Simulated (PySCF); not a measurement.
# PBE/STO-3G run of [NH4]+ (ammonium)

What is the energy change on altering one bond length of [NH4]+ (ammonium) at PBE/STO-3G? Input form: a Python script.

Program for the calculation: PySCF 2.14.0.

15 further runs of the same task are left out: 2 that didn't finish, 13 set aside as unsound or not needed.

### 1 Starting point

[NH4]+ has 5 atoms, charge +1, and is taken as a singlet. As SMILES, `[NH4+]`. The coordinates come from a PBE0-D4/def2-TZVP relaxation.

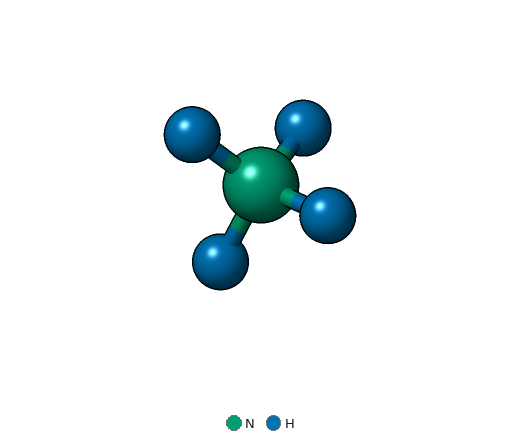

Viewed from a chosen angle; nitrogen teal, hydrogen blue.

### 2 The energy at PBE/STO-3G

Input file input.py:

```python
# [NH4+]
from pyscf import gto, dft

mol = gto.Mole()
mol.atom = '''
N    0.000010   0.000010   0.000000
H    0.453330  -0.447860   0.801010
H   -0.972430   0.216180   0.235210
H    0.023940  -0.633460  -0.803650
H    0.495160   0.865130  -0.232580
'''
mol.verbose = 3
mol.max_memory = 1860
mol.basis = 'sto-3g'
mol.charge = 1
mol.build()

mf = dft.RKS(mol, xc='pbe')
mf.grids.level = 5
mf.conv_tol = 1e-10
mf.kernel()
if not mf.converged:
    mf = mf.newton().run(mf.mo_coeff, mf.mo_occ)

energy = mf.e_tot
print(f'total energy: {energy:.8f} hartree')
```

Run with:

```
$ OMP_NUM_THREADS=1 python input.py
```

The log of the run:

```text
converged SCF energy = -56.1243369665184
total energy: -56.12433697 hartree
```

It took 1.1 s on 1 thread of Arm Neoverse V2, shared host; peak memory 0.15 GiB.

### 3 The distorted shape at the same level

Input file mol.xyz:

```xyz
5

N     -0.396096    -0.692061     0.186057
H      0.057224    -1.139931     0.987067
H     -1.368536    -0.475891     0.421267
H     -0.372166    -1.325531    -0.617593
H      0.495160     0.865130    -0.232580
```

Input file input.py:

```python
from pyscf import gto, dft

system = gto.M(
    atom='mol.xyz',
    verbose=4,
    spin=0,
    max_memory=1860,
    charge=1,
    basis='sto-3g',
)

mf = dft.RKS(system)
mf.xc = 'pbe'
mf.grids.level = 5
mf.conv_tol = 1e-10
mf.kernel()
if not mf.converged:
    mf = mf.newton().run(mf.mo_coeff, mf.mo_occ)

e_final = mf.e_tot
print(f'total energy: {e_final:.8f} hartree')
```

Run with:

```
$ OMP_NUM_THREADS=1 python input.py
```

The log of the run:

```text
PySCF version 2.14.0

[... 74 lines left out ...]
converged SCF energy = -55.9791504987278
total energy: -55.97915050 hartree
```

Run time: 1.4 s. Hardware: 1 thread of Arm Neoverse V2, shared host; peak memory 0.16 GiB.

### 4 What came out

Level: PBE/STO-3G.

| quantity | value |
| --- | --- |
| first shape: total energy | -56.12434 Eh |
| first shape: HOMO energy | -21.37 eV |
| first shape: LUMO energy | -1.42 eV |
| first shape: HOMO–LUMO gap | 19.95 eV |
| distorted shape: total energy | -55.97915 Eh |
| distorted shape: HOMO energy | -16.03 eV |
| distorted shape: LUMO energy | -10.57 eV |
| distorted shape: HOMO–LUMO gap | 5.46 eV |
| energy change with the N1–H5 bond stretched from 1.024 to 1.842 Å | 3.951 eV |

**Reading.** With the N1–H5 bond stretched from 1.024 to 1.842 Å the energy rises by 3.95 eV (91 kcal/mol). The first shape isn't relaxed at this level, so the change isn't measured from a minimum. The minimal basis adds a large error of its own. Mulliken charges (first shape) run from -0.45 on N1 to +0.36 on H2; they depend strongly on the basis.
